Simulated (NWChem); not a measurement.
# One shape, several levels: C2H5OSi (SMILES O=[C]C[SiH3])

Aim: a comparison of 6 runs (UHF/STO-3G, UHF/3-21G, UHF/6-31G, UB3LYP/6-31G*, UB2PLYP/STO-3G) of C2H5OSi. 

The calculation is run with NWChem 7.3.0.

## 1. Starting point

C2H5OSi has 9 atoms, charge 0, and is taken as a doublet. SMILES: `O=[C]C[SiH3]`. The coordinates come from a GFN2-xTB relaxation.

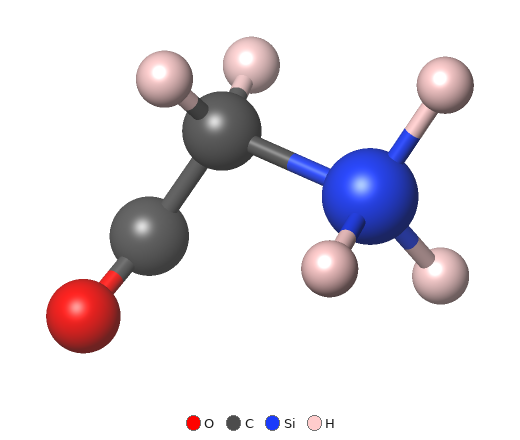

Viewed from a chosen angle; oxygen red, carbon dark grey, silicon blue, hydrogen pink.

## 2. Energy and forces at UHF/STO-3G (run 1)

The input, run.py:

```python
from ase import Atoms
from ase.calculators.nwchem import NWChem

molecule = Atoms('OCCSiHHHHH', positions=[
    [-1.880180, 1.071320, 1.203860],
    [-1.126890, 1.242700, 0.291150],
    [0.247870, 0.828350, 0.046080],
    [0.286540, -1.058040, -0.345720],
    [0.861380, 1.008440, 0.934640],
    [0.677080, 1.379150, -0.790450],
    [1.664020, -1.355210, -0.741090],
    [-0.096350, -1.796950, 0.852970],
    [-0.633490, -1.319760, -1.451430],
])

calc = NWChem(
    label='sp',
    theory='scf',
    memory='2200 mb',
    basis='STO-3G',
    basispar='spherical bse',
    scf={'nopen': '1', 'uhf': None, 'thresh': '1e-08', 'maxiter': '80'},
)
molecule.calc = calc

forces = molecule.get_forces()
print(f"energy = {molecule.get_potential_energy():.6f} eV")
print("forces (eV/A):")
for s, f in zip(molecule.symbols, forces):
    print(f"{s:2s} {f[0]:10.5f} {f[1]:10.5f} {f[2]:10.5f}")
```

Command:

```bash
export ASE_NWCHEM_COMMAND="nwchem PREFIX.nwi > PREFIX.nwo"
python run.py
```

The program printed:

```text
energy = -11894.270294 eV
forces (eV/A):
O    -1.17211   -0.35533    1.74043
C    -1.42393    1.49628   -1.48481
C     2.50821   -2.12954   -0.22842
Si    0.42994    0.52867   -0.18023
H    -0.07868    0.02165   -0.34900
H    -0.12074   -0.06371    0.24168
H    -1.13586   -0.02535    0.31095
H     0.27696    0.45298   -0.93717
H     0.71621    0.07441    0.88657
```

The calculator wrote sp.nwi:

```
title "sp"

permanent_dir sp

scratch_dir sp

start sp

geometry units angstrom nocenter noautosym noautoz
  O  -1.8801800000000000e+00 1.0713200000000001e+00 1.2038599999999999e+00
  C  -1.1268899999999999e+00 1.2426999999999999e+00 2.9115000000000002e-01
  C  2.4787000000000001e-01 8.2835000000000003e-01 4.6080000000000003e-02
  Si 2.8654000000000002e-01 -1.0580400000000001e+00 -3.4572000000000003e-01
  H  8.6138000000000003e-01 1.0084400000000000e+00 9.3464000000000003e-01
  H  6.7708000000000002e-01 1.3791500000000001e+00 -7.9044999999999999e-01
  H  1.6640200000000001e+00 -1.3552100000000000e+00 -7.4109000000000003e-01
  H  -9.6350000000000005e-02 -1.7969500000000000e+00 8.5297000000000001e-01
  H  -6.3349000000000000e-01 -1.3197600000000000e+00 -1.4514300000000000e+00
end

memory 2200 mb

basis spherical bse noprint
   * library STO-3G
end

scf
  nopen 1
  uhf
  thresh 1e-08
  maxiter 80
end

task scf gradient
```

sp.nwo:

```text
Northwest Computational Chemistry Package (NWChem) 7.3.0
             --------------------------------------------------------

           Job information
           ---------------

    nwchem branch   = 7.3.0
    use scalapack   = T
    input           = sp.nwi
    prefix          = sp.
    data base       = sp/sp.db
    status          = startup
    nproc           =        1

           Memory information
           ------------------

[... 5 lines left out ...]
    hardfail = no
[... 128 lines left out ...]
 1-e energy   =    -897.123501
[... 9 lines left out ...]
 Convergence threshold     :          1.000E-08
[... 18 lines left out ...]
      One electron energy =   -894.346952896089
[... 9 lines left out ...]
          Final alpha eigenvalues
[... 245 lines left out ...]
                     UHF Final Beta Molecular Orbital Analysis
[... 255 lines left out ...]
                 ----------------------------------------
                 |  Time  |  1-e(secs)   |  2-e(secs)   |
                 ----------------------------------------
                 |  CPU   |       0.00   |       0.27   |
                 ----------------------------------------
                 |  WALL  |       0.00   |       0.27   |
                 ----------------------------------------

 Task  times  cpu:        4.2s     wall:        4.2s
 Total times  cpu:        4.2s     wall:        4.2s
```

It took 5.4 s on 1 thread of AMD EPYC 9R14 (Zen 4), shared host; peak memory 0.099 GiB.

## 3. Energy and gradient at UHF/3-21G (run 2)

The input, sp.xyz:

```xyz
9
C2H5OSi hf
O     -1.880180     1.071320     1.203860
C     -1.126890     1.242700     0.291150
C      0.247870     0.828350     0.046080
Si     0.286540    -1.058040    -0.345720
H      0.861380     1.008440     0.934640
H      0.677080     1.379150    -0.790450
H      1.664020    -1.355210    -0.741090
H     -0.096350    -1.796950     0.852970
H     -0.633490    -1.319760    -1.451430
```

The input, sp.nw:

```
start sp
title "C2H5OSi hf"
memory 2200 mb

geometry units angstroms noautosym nocenter noautoz
  load format xyz sp.xyz
end

basis spherical bse
  * library 3-21G
end

scf
  doublet
  uhf
  thresh 1e-08
  maxiter 80
end

task scf gradient
```

Command:

```bash
nwchem sp.nw > sp.out
```

The program printed:

```text
[...]
  functions       =    50
[...]
  wavefunction    = UHF
[...]
         Total SCF energy =   -439.989427488664
      One electron energy =   -894.921425883217
      Two electron energy =    309.446662203062
 Nuclear repulsion energy =    145.485336191491
                       Sz =      0.5000
                 Sz(Sz+1) =      0.7500
                      S^2 =      0.7677
[...]
                         UHF ENERGY GRADIENTS
    atom               coordinates                        gradient
                 x          y          z           x          y          z
   1 O      -3.553025   2.024501   2.274966   -0.008254  -0.000664   0.008917
   2 C      -2.129513   2.348362   0.550194    0.027494  -0.008529  -0.011531
   3 C       0.468406   1.565355   0.087079   -0.020385  -0.002165   0.001345
   4 Si      0.541482  -1.999406  -0.653316   -0.004235  -0.007204  -0.000352
   5 H       1.627772   1.905675   1.766213    0.002027   0.001542   0.003950
   6 H       1.279496   2.606216  -1.493734    0.002868   0.003190  -0.004507
   7 H       3.144542  -2.560976  -1.400457   -0.007386   0.004951   0.002490
   8 H      -0.182075  -3.395743   1.611880    0.002413   0.005638  -0.006181
   9 H      -1.197123  -2.493985  -2.742805    0.005457   0.003241   0.005869
[...]
```

Run time: 4.5 s. Hardware: 1 thread of AMD EPYC 9R14 (Zen 4), shared host; peak memory 0.098 GiB.

Run 3 isn't shown in full; the table further down has it.

## 4. Energy and gradient at UB3LYP/6-31G(d) (spherical functions) (run 4)

The input, nw.xyz:

```xyz
9
C2H5OSi B3LYP
O     -1.880180     1.071320     1.203860
C     -1.126890     1.242700     0.291150
C      0.247870     0.828350     0.046080
Si     0.286540    -1.058040    -0.345720
H      0.861380     1.008440     0.934640
H      0.677080     1.379150    -0.790450
H      1.664020    -1.355210    -0.741090
H     -0.096350    -1.796950     0.852970
H     -0.633490    -1.319760    -1.451430
```

The input, nw.nw:

```
start nw
title "C2H5OSi B3LYP"
memory 2200 mb
charge 0

geometry units angstroms noautosym nocenter noautoz
 load format xyz nw.xyz
end

basis spherical bse
 * library 6-31G*
end

dft
 xc b3lyp
 mult 2
 grid xfine
 convergence energy 1e-08
 maxiter 100
 mulliken
 print low
end

task dft gradient
```

Command:

```bash
nwchem nw.nw > nw.out
```

The program printed:

```text
[...]
 d= 0,ls=0.0,diis     1   -443.7680938169 -5.89D+02  1.20D-02  1.86D-01     3.6
[...]
 d= 0,ls=0.0,diis    12   -443.8677786667 -2.52D-09  8.09D-07  1.62D-10    39.5
[...]
         Total DFT energy =     -443.867778666690
      One electron energy =     -898.727868120907
           Coulomb energy =      351.600435173515
    Exchange-Corr. energy =      -42.225681910789
 Nuclear repulsion energy =      145.485336191491
[...]
      <S2> =      0.7523 (Exact =     0.7500)
                         DFT ENERGY GRADIENTS
    atom               coordinates                        gradient
                 x          y          z           x          y          z
   1 O      -3.553025   2.024501   2.274966   -0.006853   0.002003  -0.000863
   2 C      -2.129513   2.348362   0.550194    0.026641  -0.010006   0.002566
   3 C       0.468406   1.565355   0.087079   -0.013530   0.008580  -0.001294
   4 Si      0.541482  -1.999406  -0.653316   -0.001818  -0.014153  -0.001384
   5 H       1.627772   1.905675   1.766213   -0.003241   0.000920  -0.003633
   6 H       1.279496   2.606216  -1.493734   -0.001179  -0.000526   0.002597
   7 H       3.144542  -2.560976  -1.400457   -0.007343   0.004405   0.002435
   8 H      -0.182075  -3.395743   1.611880    0.002315   0.005555  -0.006337
   9 H      -1.197123  -2.493985  -2.742805    0.005009   0.003222   0.005913
 Task  times  cpu:       46.2s     wall:       46.2s
[...]
```

It took 47 s on 1 thread of AMD EPYC 9R14 (Zen 4), shared host; peak memory 0.14 GiB.

Run 5 isn't shown in full; the table further down has it.

## 5. Energy and gradient at UB3LYP/6-31G(d) (Cartesian functions) (run 6)

The input, c2h5osi.xyz:

```xyz
9
C2H5OSi
O     -1.880180     1.071320     1.203860
C     -1.126890     1.242700     0.291150
C      0.247870     0.828350     0.046080
Si     0.286540    -1.058040    -0.345720
H      0.861380     1.008440     0.934640
H      0.677080     1.379150    -0.790450
H      1.664020    -1.355210    -0.741090
H     -0.096350    -1.796950     0.852970
H     -0.633490    -1.319760    -1.451430
```

The input, c2h5osi.nw:

```
start c2h5osi
title "C2H5OSi"
memory total 2200 mb

geometry noautosym nocenter noautoz
  load c2h5osi.xyz
end

basis
  O library 6-31G*
  C library 6-31G*
  Si library 6-31G*
  H library 6-31G*
end

dft
  xc b3lyp
  mult 2
  grid xfine
  convergence energy 1e-08
  iterations 100
  mulliken
end

task dft gradient
```

Command:

```bash
nwchem c2h5osi.nw > c2h5osi.out
```

The program printed:

```text
[...]
          Wavefunction type:  spin polarized.
          No. of atoms     :     9
          No. of electrons :    39
[...]
          Charge           :     0
          Spin multiplicity:     2
[...]
          AO basis - number of functions:    74
[...]
              XC Information
              --------------
                         B3LYP Method XC Potential
                     Hartree-Fock (Exact) Exchange  0.200
                        Slater Exchange Functional  0.800 local
                    Becke 1988 Exchange Functional  0.720 non-local
              Lee-Yang-Parr Correlation Functional  0.810
                  VWN I RPA Correlation Functional  0.190 local
[...]
 d= 0,ls=0.0,diis     1   -443.7708827618 -5.89D+02  1.20D-02  2.15D-01     4.2
[...]
 d= 0,ls=0.0,diis    12   -443.8725387917 -2.62D-09  8.14D-07  1.57D-10    45.4
[...]
         Total DFT energy =     -443.872538791686
      One electron energy =     -898.657023946753
           Coulomb energy =      351.488392914636
    Exchange-Corr. energy =      -42.189243951059
 Nuclear repulsion energy =      145.485336191491
[...]
      Total Density - Mulliken Population Analysis
     ---------------------------------------------
    Atom       Charge   Shell Charges
 -----------   ------   -------------------------------------------------------
    1 O    8     8.33   1.99  0.92  2.85  1.00  1.57  0.00
    2 C    6     5.72   1.99  0.75  1.85  0.55  0.56  0.02
    3 C    6     6.56   1.99  0.68  2.14  0.65  1.08  0.02
    4 Si  14    13.64   2.00  1.99  5.96  1.04  1.92  0.24  0.35  0.14
    5 H    1     0.80   0.51  0.29
    6 H    1     0.80   0.52  0.28
    7 H    1     1.06   0.52  0.54
    8 H    1     1.04   0.52  0.53
    9 H    1     1.05   0.52  0.53
[...]
      <S2> =      0.7523 (Exact =     0.7500)
[...]
  wavefunction    = open shell
[...]
```

Wall time 53 s (1 thread of AMD EPYC 9R14 (Zen 4), shared host); peak memory 0.15 GiB.

## 6. Overview of the runs

| run | level | iteration cap | module | energy (Eh) | dipole moment (D) | HOMO energy (eV) | LUMO energy (eV) | wall time |
| --- | --- | --- | --- | --- | --- | --- | --- | --- |
| 1 | UHF/STO-3G | 80 | scf | -437.106375 | 2.10 | -6.64 | 8.44 | 5.4 s |
| 2 | UHF/3-21G | 80 | scf | -439.989427 | 3.20 | -9.25 | 3.38 | 4.5 s |
| 3 | UHF/6-31G | 80 | scf | -442.251057 | 3.59 | -9.52 | 2.95 | 12 s |
| 4 | UB3LYP/6-31G* (spherical functions) | 100 | dft | -443.867779 | – | – | – | 47 s |
| 5 | UB2PLYP/STO-3G | 100 | dft | -438.145142 | – | – | – | 16 s |
| 6 | UB3LYP/6-31G* (Cartesian functions) | 100 | dft | -443.872539 | 2.70 | -4.89 | -1.24 | 53 s |

## 7. Results

```
                                 quantity          value
                      run 6: total energy  -443.87254 Eh
                     run 6: dipole moment         2.70 D
run 6: HOMO energy (highest over α and β)       -4.89 eV
 run 6: LUMO energy (lowest over α and β)       -1.24 eV
                              run 6: ⟨S²⟩          0.752
          run 6: largest force on an atom     1.469 eV/Å
```

In words: Over runs 1, 2, 3, 6 the dipole moment (its size) runs from 2.10 D (UHF/STO-3G) to 3.59 D (UHF/6-31G). Totals of different functionals can't be ranked against each other. In runs 1, 5 the basis is minimal, so the values are rough. Spin contamination of the reference: run 1 ⟨S²⟩ = 0.89. All runs together took 2.3 min, the longest 53 s.
